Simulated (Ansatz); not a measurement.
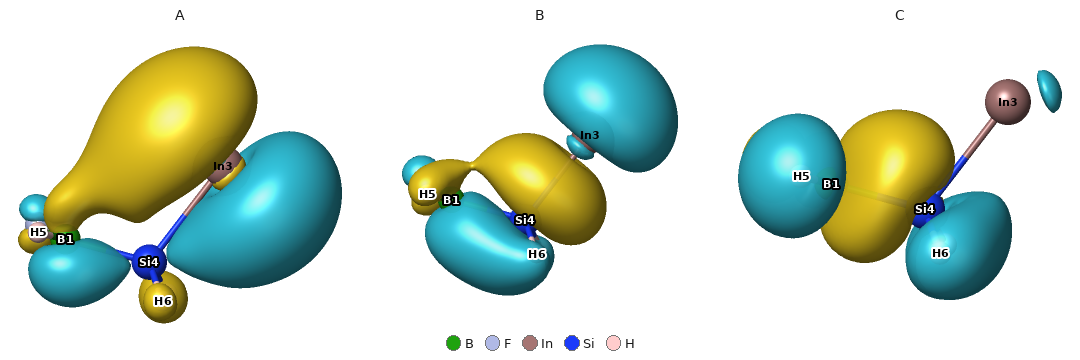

Figure 1: BFH$_{3}$InSi (SMILES FB[SiH2][In]). Three frontier orbitals at ±0.06 Å⁻³ᐟ² (yellow and cyan are the two phases), in no order.

Geometry: PBE0-D3(BJ)/def2-SVP; core potentials replace the inner electrons of In.

Level of theory: Ansatz 0.2.0, isolated molecule in a Gaussian basis; Kohn-Sham density functional theory, functional PBE0.

```xyz
7

B    -2.4065    0.6138   -1.0802
F    -3.1781    1.5074   -1.6956
In    1.4445    1.7025   -1.1059
Si   -0.6607    0.0262   -1.8535
H    -2.7711    0.2747    0.0313
H    -0.3131   -1.3544   -1.3674
H    -0.6603   -0.0025   -3.3584
```

Which picture is the HOMO−1, the HOMO and the LUMO?

Answer. C is the HOMO−1 (−7.75 eV). By Hirshfeld shares it lies mainly on Si4 (about 30 %), B1 (about 25 %), H5 (about 15 %), F2 (about 15 %) and H7 (about 5 %). B is the HOMO (−5.56 eV). By Hirshfeld shares it lies mainly on In3 (about 45 %), Si4 (about 35 %) and B1 (about 10 %). A is the LUMO (−2.31 eV). Its weight (Hirshfeld) is mainly on In3 (about 80 %), Si4 (about 10 %) and B1 (about 5 %).

What is the HOMO–LUMO gap?

Answer. 3.25 eV between the orbital energies.
